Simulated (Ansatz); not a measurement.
# Geometry relaxation, with input and output: C3H6AlClF2 (part 1 of 2)

System: C3H6AlClF2.
Method: UKS BLYP/STO-3G (Ansatz 0.2.0).

It belongs to a series of runs on one base structure; here: start relaxed. Figures and captions count atoms from 1; the log counts them from 0 in places.

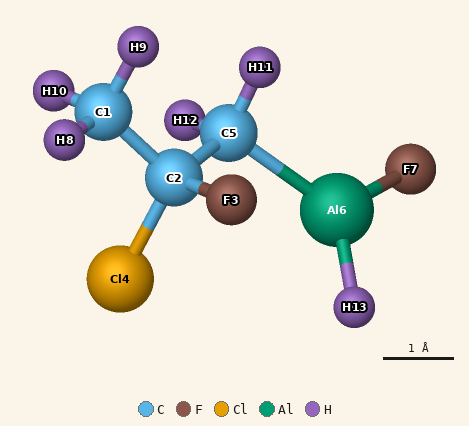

Figure 1. The input geometry (ball-and-stick view, seen at a tilt; atoms are numbered from 1 in the order of the input). Sticks mark near contacts. Bond lengths as drawn: Al–C 2.02 Å, Al–F 1.82 Å, Al–H 1.59 Å, C–C 1.47 to 1.55 Å, C–Cl 1.76 Å, C–F 1.38 Å and C–H 1.08 to 1.16 Å.

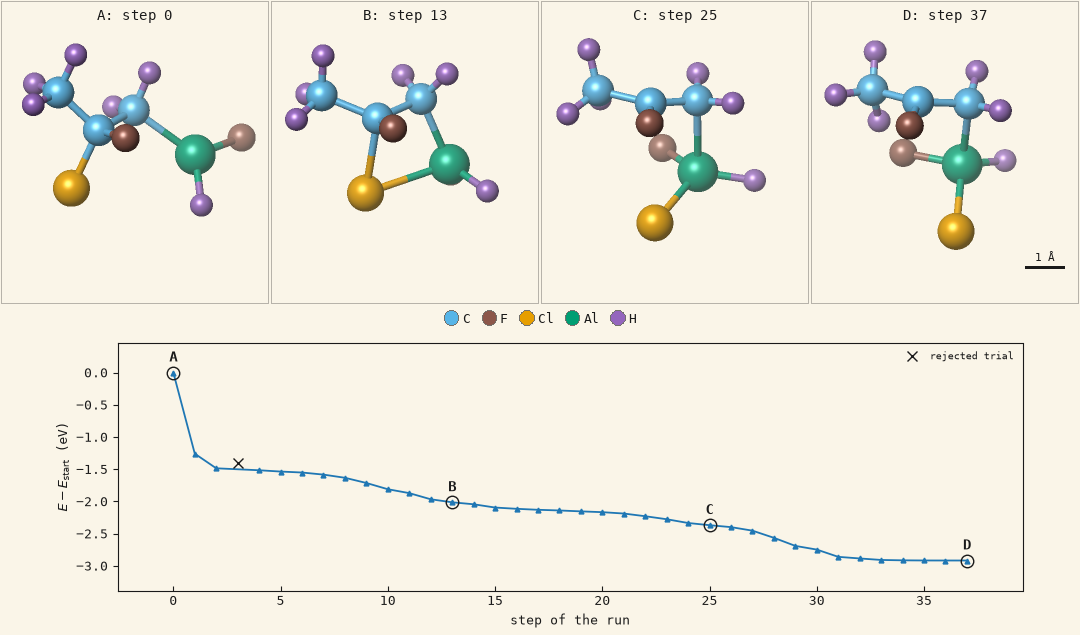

Figure 2. Frames of the relaxation (ball-and-stick view, seen at a tilt) above the curves, on which the letters mark them (the first geometry is step 0 here and step 1 in the log).

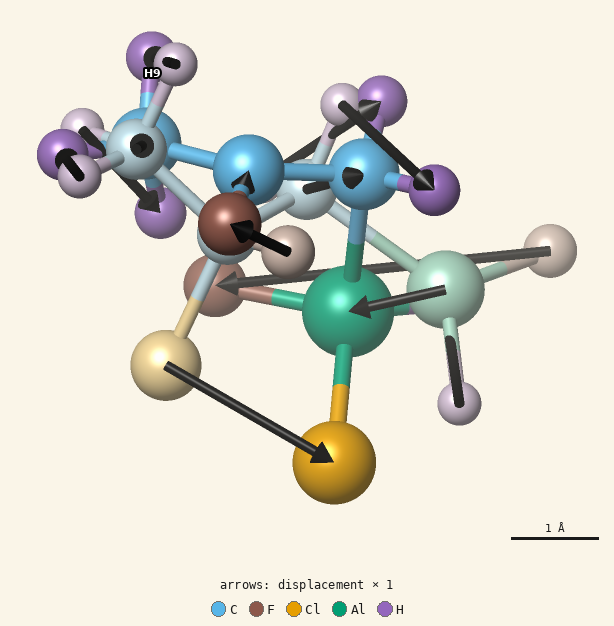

Figure 3. Start (faint) and end (solid) with the displacements as black arrows, at true length (ball-and-stick view, seen at a tilt). The two geometries are laid on each other by the best rigid fit. The largest move after the best rigid fit is that of F7, 3.96 Å. Largest moves by element: F 3.96 Å, Cl 2.28 Å, H 2.20 Å, C 1.24 Å, Al 1.16 Å. Among the contacts that change: C2–Cl4 1.763 → 3.612 Å, Cl4–Al6 3.490 → 2.130 Å, C1–H10 1.079 → 1.232 Å, Al6–F7 1.823 → 1.721 Å. New bonds form: Cl4–Al6 (3.49 → 2.13 Å). Bonds break: C2–Cl4 (1.76 → 3.61 Å). Among the angles that change: C5–Al6–F7 120.4° → 101.9°, C2–C1–H10 114.9° → 100.0°, C2–C5–Al6 113.6° → 101.5°. After 37 geometry steps the energy has fallen by 2.917 eV. The largest force component goes from 4.7 to 0.011 eV/Å. The line search rejected the trial step at point 3 (counted from 0) and went back. (Atoms are counted from 1 in the order of the input.)

The input that produced these results follows, with the program's output.

### Input
```yaml
crystal:
  periodic: [false, false, false]
  atoms:
    - { symbol: C, position_ang: [-1.7151, 0.4031, -0.7117] }
    - { symbol: C, position_ang: [-0.7118, -0.1208, 0.2261] }
    - { symbol: F, position_ang: [-0.854, 0.5293, 1.4332] }
    - { symbol: Cl, position_ang: [-0.9538, -1.8514, 0.4616] }
    - { symbol: C, position_ang: [0.7029, 0.0925, -0.3663] }
    - { symbol: Al, position_ang: [2.1903, -0.4017, 0.9001] }
    - { symbol: F, position_ang: [3.932, -0.2127, 0.3947] }
    - { symbol: H, position_ang: [-2.7401, 0.3065, -0.308] }
    - { symbol: H, position_ang: [-1.6069, 1.5565, -0.8219] }
    - { symbol: H, position_ang: [-1.704, -0.0529, -1.6897] }
    - { symbol: H, position_ang: [0.8397, 1.1761, -0.5606] }
    - { symbol: H, position_ang: [0.8418, -0.4742, -1.2705] }
    - { symbol: H, position_ang: [1.7994, -0.9851, 2.3277] }
magnetization:
  spin_polarized: true
basis:
  gaussian: { orbitals: STO-3G }
hamiltonian:
  xc: blyp
relax:
  f_tol: 0.02
  max_steps: 40
```

Launch command:
```bash
ansatz run input.yaml --threads 1 --pin off --max-ram 2048MiB --backend cpu --events-out ev --progress --plain --runs-dir out
```

### What the program printed
```
The last accepted step is kept in [file] (removed where the run ends without a failure and the disk answers)
Engine: ansatz 0.2.0, aarch64-unknown-linux-gnu
Functional definition: BLYP
  parameter beta = 0.0042
  parameter a = 0.04918
  parameter b = 0.132
  parameter c = 0.2533
  parameter d = 0.349
  exchange = b88_x(beta = beta)
  correlation = lyp_c(a = a, b = b, c = c, d = d)
703 factors; integrals over basis functions are off by at most 1.4e-5 eV
mean field evaluation 1: about -27419.0043 eV, gradient 2.5e1 eV
mean field evaluation 2: about -27364.9405 eV, gradient 1.1e2 eV
mean field evaluation 4: about -27423.0323 eV, gradient 7.7e0 eV
mean field evaluation 8: about -27423.2978 eV, gradient 1.5e-1 eV
mean field evaluation 16: about -27423.2979 eV, gradient 1.6e-5 eV
mean field -27423.29790270 eV, -1007.7876097452 hartree, gradient 1.6e-5 eV, S^2 0.000000; 0 other end points of the search recorded, 0 dependent functions left out
the calculation of the forces begins
reference -27423.29818847 eV, -1007.7876202471 hartree; 36, 36 occupied and 13, 13 virtual orbitals, 703 factors
relax step   1: F+E_penalty+E_count = -27423.29790270 eV  Δ(F+E_penalty+E_count) = +0.000e0 eV  max|allowed force component| = 4.692e0 eV/Å  Δτ_max = 0.0000 Å  (27 SCF iters, accepted)
these checks for a lower state are left out or cut short: starts, cluster_reference, orbital_swaps, neighbouring_geometries, increment
703 factors; integrals over basis functions are off by at most 1.5e-5 eV
mean field -27424.55698387 eV, -1007.8338801250 hartree, gradient 1.7e-5 eV, S^2 0.000000; 0 other end points of the search recorded, 0 dependent functions left out
[... from here on the field's lines of each further geometry are left out, up to the last ...]
relax step   2: F+E_penalty+E_count = -27424.55698387 eV  Δ(F+E_penalty+E_count) = -1.259e0 eV  max|allowed force component| = 2.145e0 eV/Å  Δτ_max = 0.1669 Å  (27 SCF iters, accepted)
relax step   3: F+E_penalty+E_count = -27424.78377514 eV  Δ(F+E_penalty+E_count) = -2.268e-1 eV  max|allowed force component| = 6.686e-1 eV/Å  Δτ_max = 0.1948 Å  (31 SCF iters, accepted)
relax step   4: F+E_penalty+E_count = -27424.70652869 eV  Δ(F+E_penalty+E_count) = +7.725e-2 eV  max|allowed force component| = 8.448e-1 eV/Å  Δτ_max = 0.1631 Å  (27 SCF iters, rejected (line search))
relax step   5: F+E_penalty+E_count = -27424.81426815 eV  Δ(F+E_penalty+E_count) = -3.049e-2 eV  max|allowed force component| = 3.225e-1 eV/Å  Δτ_max = 0.0813 Å  (27 SCF iters, accepted)
relax step   6: F+E_penalty+E_count = -27424.83435814 eV  Δ(F+E_penalty+E_count) = -2.009e-2 eV  max|allowed force component| = 9.786e-2 eV/Å  Δτ_max = 0.0980 Å  (27 SCF iters, accepted)
relax step   7: F+E_penalty+E_count = -27424.84923123 eV  Δ(F+E_penalty+E_count) = -1.487e-2 eV  max|allowed force component| = 2.345e-1 eV/Å  Δτ_max = 0.1474 Å  (27 SCF iters, accepted)
relax step   8: F+E_penalty+E_count = -27424.88179964 eV  Δ(F+E_penalty+E_count) = -3.257e-2 eV  max|allowed force component| = 4.542e-1 eV/Å  Δτ_max = 0.1974 Å  (26 SCF iters, accepted)
relax step   9: F+E_penalty+E_count = -27424.93098541 eV  Δ(F+E_penalty+E_count) = -4.919e-2 eV  max|allowed force component| = 6.313e-1 eV/Å  Δτ_max = 0.1982 Å  (27 SCF iters, accepted)
relax step  10: F+E_penalty+E_count = -27425.01172056 eV  Δ(F+E_penalty+E_count) = -8.074e-2 eV  max|allowed force component| = 5.745e-1 eV/Å  Δτ_max = 0.1963 Å  (26 SCF iters, accepted)
relax step  11: F+E_penalty+E_count = -27425.10869195 eV  Δ(F+E_penalty+E_count) = -9.697e-2 eV  max|allowed force component| = 4.601e-1 eV/Å  Δτ_max = 0.1954 Å  (26 SCF iters, accepted)
relax step  12: F+E_penalty+E_count = -27425.16916770 eV  Δ(F+E_penalty+E_count) = -6.048e-2 eV  max|allowed force component| = 9.305e-1 eV/Å  Δτ_max = 0.1942 Å  (31 SCF iters, accepted)
relax step  13: F+E_penalty+E_count = -27425.26464514 eV  Δ(F+E_penalty+E_count) = -9.548e-2 eV  max|allowed force component| = 4.709e-1 eV/Å  Δτ_max = 0.1983 Å  (26 SCF iters, accepted)
relax step  14: F+E_penalty+E_count = -27425.31153122 eV  Δ(F+E_penalty+E_count) = -4.689e-2 eV  max|allowed force component| = 4.255e-1 eV/Å  Δτ_max = 0.1950 Å  (26 SCF iters, accepted)
relax step  15: F+E_penalty+E_count = -27425.34225476 eV  Δ(F+E_penalty+E_count) = -3.072e-2 eV  max|allowed force component| = 5.203e-1 eV/Å  Δτ_max = 0.2000 Å  (30 SCF iters, accepted)
relax step  16: F+E_penalty+E_count = -27425.39298702 eV  Δ(F+E_penalty+E_count) = -5.073e-2 eV  max|allowed force component| = 3.364e-1 eV/Å  Δτ_max = 0.1950 Å  (29 SCF iters, accepted)
relax step  17: F+E_penalty+E_count = -27425.41253773 eV  Δ(F+E_penalty+E_count) = -1.955e-2 eV  max|allowed force component| = 4.028e-1 eV/Å  Δτ_max = 0.1951 Å  (30 SCF iters, accepted)
relax step  18: F+E_penalty+E_count = -27425.42779543 eV  Δ(F+E_penalty+E_count) = -1.526e-2 eV  max|allowed force component| = 3.435e-1 eV/Å  Δτ_max = 0.0867 Å  (30 SCF iters, accepted)
relax step  19: F+E_penalty+E_count = -27425.43838723 eV  Δ(F+E_penalty+E_count) = -1.059e-2 eV  max|allowed force component| = 2.099e-1 eV/Å  Δτ_max = 0.0882 Å  (30 SCF iters, accepted)
relax step  20: F+E_penalty+E_count = -27425.45242010 eV  Δ(F+E_penalty+E_count) = -1.403e-2 eV  max|allowed force component| = 3.037e-1 eV/Å  Δτ_max = 0.1639 Å  (31 SCF iters, accepted)
relax step  21: F+E_penalty+E_count = -27425.46473276 eV  Δ(F+E_penalty+E_count) = -1.231e-2 eV  max|allowed force component| = 5.477e-1 eV/Å  Δτ_max = 0.1937 Å  (31 SCF iters, accepted)
relax step  22: F+E_penalty+E_count = -27425.48590397 eV  Δ(F+E_penalty+E_count) = -2.117e-2 eV  max|allowed force component| = 7.712e-1 eV/Å  Δτ_max = 0.1916 Å  (36 SCF iters, accepted)
relax step  23: F+E_penalty+E_count = -27425.52774719 eV  Δ(F+E_penalty+E_count) = -4.184e-2 eV  max|allowed force component| = 9.894e-1 eV/Å  Δτ_max = 0.1256 Å  (33 SCF iters, accepted)
relax step  24: F+E_penalty+E_count = -27425.57434190 eV  Δ(F+E_penalty+E_count) = -4.659e-2 eV  max|allowed force component| = 1.175e0 eV/Å  Δτ_max = 0.1727 Å  (34 SCF iters, accepted)
relax step  25: F+E_penalty+E_count = -27425.63289966 eV  Δ(F+E_penalty+E_count) = -5.856e-2 eV  max|allowed force component| = 6.128e-1 eV/Å  Δτ_max = 0.2000 Å  (30 SCF iters, accepted)
relax step  26: F+E_penalty+E_count = -27425.66698948 eV  Δ(F+E_penalty+E_count) = -3.409e-2 eV  max|allowed force component| = 2.689e-1 eV/Å  Δτ_max = 0.1811 Å  (30 SCF iters, accepted)
relax step  27: F+E_penalty+E_count = -27425.69693546 eV  Δ(F+E_penalty+E_count) = -2.995e-2 eV  max|allowed force component| = 2.452e-1 eV/Å  Δτ_max = 0.1433 Å  (30 SCF iters, accepted)
relax step  28: F+E_penalty+E_count = -27425.75182772 eV  Δ(F+E_penalty+E_count) = -5.489e-2 eV  max|allowed force component| = 3.114e-1 eV/Å  Δτ_max = 0.1988 Å  (30 SCF iters, accepted)
relax step  29: F+E_penalty+E_count = -27425.86285734 eV  Δ(F+E_penalty+E_count) = -1.110e-1 eV  max|allowed force component| = 5.459e-1 eV/Å  Δτ_max = 0.1928 Å  (29 SCF iters, accepted)
relax step  30: F+E_penalty+E_count = -27425.98852729 eV  Δ(F+E_penalty+E_count) = -1.257e-1 eV  max|allowed force component| = 5.621e-1 eV/Å  Δτ_max = 0.1414 Å  (29 SCF iters, accepted)
relax step  31: F+E_penalty+E_count = -27426.04558149 eV  Δ(F+E_penalty+E_count) = -5.705e-2 eV  max|allowed force component| = 9.878e-1 eV/Å  Δτ_max = 0.1946 Å  (33 SCF iters, accepted)
relax step  32: F+E_penalty+E_count = -27426.15825997 eV  Δ(F+E_penalty+E_count) = -1.127e-1 eV  max|allowed force component| = 4.634e-1 eV/Å  Δτ_max = 0.1227 Å  (29 SCF iters, accepted)
relax step  33: F+E_penalty+E_count = -27426.18327584 eV  Δ(F+E_penalty+E_count) = -2.502e-2 eV  max|allowed force component| = 4.691e-1 eV/Å  Δτ_max = 0.1677 Å  (30 SCF iters, accepted)
relax step  34: F+E_penalty+E_count = -27426.20658805 eV  Δ(F+E_penalty+E_count) = -2.331e-2 eV  max|allowed force component| = 1.663e-1 eV/Å  Δτ_max = 0.0736 Å  (28 SCF iters, accepted)
relax step  35: F+E_penalty+E_count = -27426.21232356 eV  Δ(F+E_penalty+E_count) = -5.736e-3 eV  max|allowed force component| = 1.173e-1 eV/Å  Δτ_max = 0.0794 Å  (30 SCF iters, accepted)
relax step  36: F+E_penalty+E_count = -27426.21458038 eV  Δ(F+E_penalty+E_count) = -2.257e-3 eV  max|allowed force component| = 6.315e-2 eV/Å  Δτ_max = 0.0450 Å  (30 SCF iters, accepted)
relax step  37: F+E_penalty+E_count = -27426.21506052 eV  Δ(F+E_penalty+E_count) = -4.801e-4 eV  max|allowed force component| = 2.296e-2 eV/Å  Δτ_max = 0.0180 Å  (24 SCF iters, accepted)
the calculation of the forces begins
reference -27426.21542784 eV, -1007.8948268165 hartree; 36, 36 occupied and 13, 13 virtual orbitals, 714 factors
relax step  38: F+E_penalty+E_count = -27426.21514416 eV  Δ(F+E_penalty+E_count) = -8.364e-5 eV  max|allowed force component| = 1.054e-2 eV/Å  Δτ_max = 0.0063 Å  (24 SCF iters, accepted)
714 factors; integrals over basis functions are off by at most 3.4e-5 eV
mean field evaluation 288: about -27426.2140 eV, gradient 4.0e-1 eV
mean field -27426.21514416 eV, -1007.8948163914 hartree, gradient 1.1e-5 eV, S^2 0.000000; 1 other end points of the search recorded, 0 dependent functions left out
the calculation of the forces begins
reference -27426.21542784 eV, -1007.8948268165 hartree; 36, 36 occupied and 13, 13 virtual orbitals, 714 factors
Total energy: -27426.21542784 eV, -1007.8948268165 hartree
Atom 0 at    -1.268852     0.023028    -1.097933 Å, force     0.002714    -0.000504    -0.006958 eV/Å
Atom 1 at    -0.819769     0.798623     0.112308 Å, force     0.002952     0.010353     0.003083 eV/Å
Atom 2 at    -1.698138     0.913356     1.152319 Å, force     0.001615    -0.001516    -0.001004 eV/Å
Atom 3 at     0.509709    -1.580568     2.482564 Å, force     0.002964     0.000959    -0.004191 eV/Å
Atom 4 at     0.594542     1.036252     0.361534 Å, force    -0.008751     0.000384    -0.005003 eV/Å
Atom 5 at     1.307887    -0.916470     0.622536 Å, force     0.001746    -0.010538     0.005663 eV/Å
Atom 6 at     0.490337    -1.763978    -0.632996 Å, force     0.002161     0.000958     0.004312 eV/Å
Atom 7 at    -2.352145    -0.199013    -1.095017 Å, force     0.001411     0.001298     0.001940 eV/Å
Atom 8 at    -0.958368     0.514022    -2.041724 Å, force    -0.003133    -0.001588     0.002441 eV/Å
Atom 9 at    -0.555043    -0.975384    -0.989806 Å, force     0.001771    -0.000617    -0.001030 eV/Å
Atom 10 at     0.822740     1.658102     1.246119 Å, force    -0.001597     0.000719     0.000554 eV/Å
Atom 11 at     1.145608     1.355950    -0.543764 Å, force    -0.000474     0.000567     0.002440 eV/Å
Atom 12 at     2.801889    -0.898719     0.438560 Å, force    -0.003380    -0.000475    -0.002245 eV/Å
Dipole moment:    -0.247294     0.648639    -0.756536 e Å
```

### Trajectory as extended XYZ (Å, eV, eV/Å), 17 of the 38 frames kept, from step=1 to step=38
```
13
Properties=species:S:1:pos:R:3:forces:R:3 step=1 energy=-27423.29790
C    -1.7151    0.4031   -0.7117   -3.5950   3.9209  -1.4355
C    -0.7118   -0.1208    0.2261    2.5378   2.2211   0.0629
F    -0.8540    0.5293    1.4332    0.0339   0.9153   1.7789
Cl   -0.9538   -1.8514    0.4616   -0.7224  -4.6924   0.5931
C     0.7029    0.0925   -0.3663    2.8688   0.6292   2.0215
Al    2.1903   -0.4017    0.9001    2.6048  -0.1171  -0.3268
F     3.9320   -0.2127    0.3947   -4.2099  -0.4134   1.1652
H    -2.7401    0.3065   -0.3080   -0.2230  -0.3730   0.0840
H    -1.6069    1.5565   -0.8219    0.2468  -1.7406  -0.0626
H    -1.7040   -0.0529   -1.6897    0.2320  -0.4748  -1.0288
H     0.8397    1.1761   -0.5606   -0.2303  -0.0247  -0.4400
H     0.8418   -0.4742   -1.2705   -0.1556  -0.4101  -1.2244
H     1.7994   -0.9851    2.3277    0.6122   0.5596  -1.1876
13
Properties=species:S:1:pos:R:3:forces:R:3 step=3 energy=-27424.78377
C    -1.8215    0.4550   -0.7393   -0.0997  -0.2948  -0.1489
C    -0.6558   -0.0497    0.2141    0.2508   0.6686   0.3893
F    -0.7899    0.5464    1.4879   -0.0008  -0.2072  -0.3857
Cl   -0.9021   -1.9648    0.4317   -0.0411  -0.3474   0.0172
C     0.8251    0.1549   -0.3235   -0.1838   0.1110  -0.1018
Al    2.1736   -0.3886    0.9626    0.2052  -0.4538  -0.1342
F     3.7184   -0.4283    0.4025   -0.0744   0.1104   0.0166
H    -2.8123    0.2199   -0.2955    0.0765   0.0398  -0.0174
H    -1.7323    1.5499   -0.8779    0.0167   0.1161  -0.0143
H    -1.7426   -0.0461   -1.7287    0.0032   0.0795   0.1401
H     0.9316    1.2316   -0.5859   -0.0963   0.0116  -0.0261
H     0.9136   -0.4054   -1.2809    0.0069   0.0437   0.1115
H     1.9145   -0.9098    2.3476   -0.0630   0.1226   0.1536
```
